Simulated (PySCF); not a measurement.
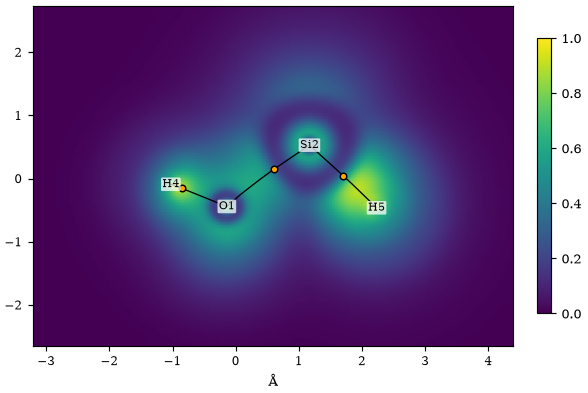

Figure. H₄O₂Si, SMILES `O[SiH2]O`. Localised orbital locator (LOL) in the plane of O1, Si2, H4 and H5, with bond paths and bond critical points (dots).

Method: ωB97X/def2-TZVP; geometry: GFN2-xTB; program: PySCF. No frequency check shows the geometry to be a minimum.

Coordinates in Å:

```
O1      -1.3568    0.4294   -0.0756
Si2     -0.0000   -0.4677    0.0000
O3       1.3569    0.4294    0.0756
H4      -1.5838    1.0560    0.6059
H5      -0.1119   -1.2174   -1.2398
H6       0.1119   -1.2174    1.2397
H7       1.5838    1.0560   -0.6059
```

Rank the bonds in the plane by LOL at their critical points.

O1–H4: about 0.88; Si2–H5: about 0.43; O1–Si2: about 0.29. Values above 0.5 mark slow, localised electrons, as in shared pairs; low values at a critical point mark a polar or closed-shell contact whose critical point lies between the shells.

Where along O1–H4 does the critical point lie?

0.77 Å from O1 and 0.18 Å from H4.
